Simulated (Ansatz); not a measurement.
## Electronic structure of ClH₅N₂Si···H₂ in real space

Input

```
crystal:
  periodic: [false, false, false]
  atoms:
    - { symbol: Si, position_ang: [0.0, 0.0, 0.0] }
    - { symbol: H, position_ang: [0.0, 0.0, 1.81] }
    - { symbol: "N", position_ang: [1.7163, 0.0, -0.6061] }
    - { symbol: H, position_ang: [2.2145, -0.918, -0.7868] }
    - { symbol: H, position_ang: [2.2175, 0.918, -0.7783] }
    - { symbol: H, position_ang: [-0.6877, 1.1914, -0.4862] }
    - { symbol: "N", position_ang: [-0.8572, -1.4851, -0.6061] }
    - { symbol: H, position_ang: [-1.3922, -2.1014, 0.0704] }
    - { symbol: H, position_ang: [-0.8219, -1.7344, -1.6357] }
    - { symbol: Cl, position_ang: [-2.306, 0.0, 0.7662] }
    - { symbol: H, position_ang: [-0.9541, 0.0, 1.8716] }
basis:
  gaussian: { orbitals: "6-31G*" }
hamiltonian:
  xc: cam_b3lyp
relax:
  f_tol: 0.15
  max_steps: 25
  restrain:
    - { distance: [0, 9], at: 2.13, k: 30.0 }
    - { distance: [10, 1], at: 0.66, k: 30.0 }
    - { distance: [0, 1], at: 2.66, k: 30.0 }
    - { distance: [10, 9], at: 2.57, k: 30.0 }
output:
  orbitals: {}
```

Run with:

```sh
ansatz run input.yaml --threads 2 --pin off --max-ram 3072MiB --backend cpu --events-out ev --progress --plain --runs-dir out
```

The fields are those of the run's last geometry, not of the input's.

Not at a stationary point (largest force 1.5 eV/Å).

All numbers below come from RKS CAM-B3LYP/6-31G* (Ansatz 0.2.0).

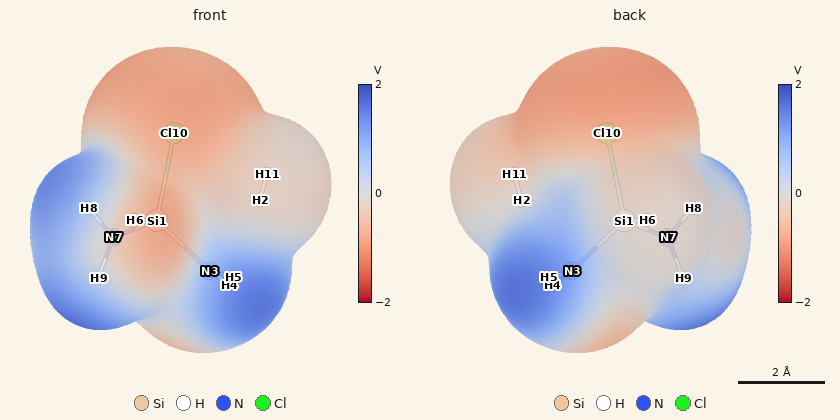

Figure 1. The molecular electrostatic potential painted on the density surface at 0.001 e/bohr³, seen from the front and from behind; red is negative and blue positive.

**Where is the surface potential most negative and most positive?**

The most negative region (about −1.0 V) lies over Cl10, the most positive (about +1.6 V) over H4, H5 and H9.

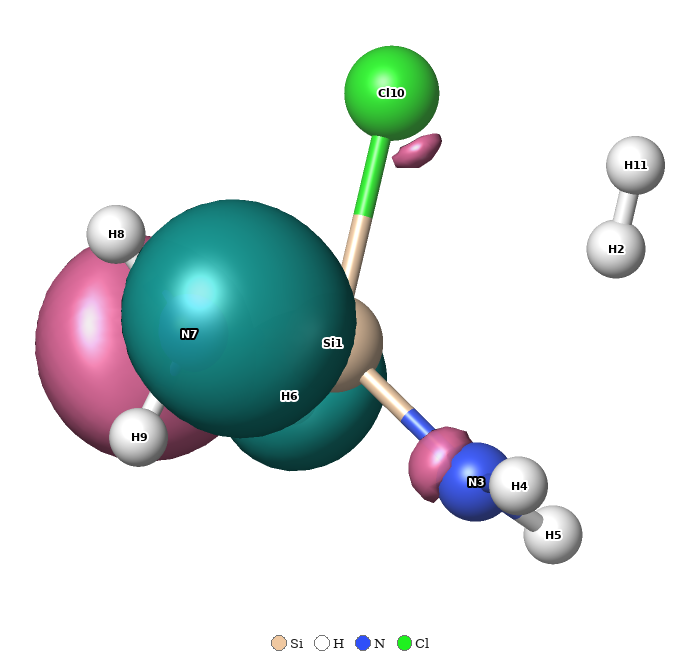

Figure 2. The HOMO at ±0.15 Å⁻³ᐟ² (teal and pink are the two phases), seen across its widest extent.

**Describe this orbital and give its energy.**

Its weight (Hirshfeld) is mainly on N7 (about 65 %) and H6 (about 5 %). Its energy is −8.98 eV.

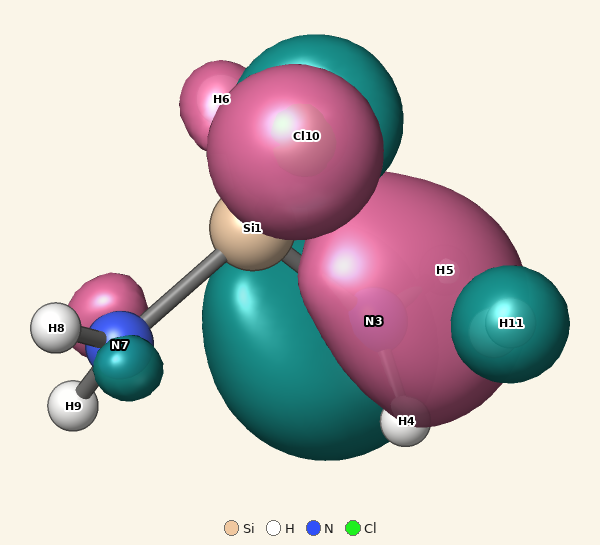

Figure 3. The HOMO−1 at ±0.1 Å⁻³ᐟ² (teal and pink are the two phases), seen from one side.

**Describe this orbital and give its energy.**

Its weight (Hirshfeld) is mainly on N3 (about 60 %) and Cl10 (about 15 %). Its energy is −9.16 eV.
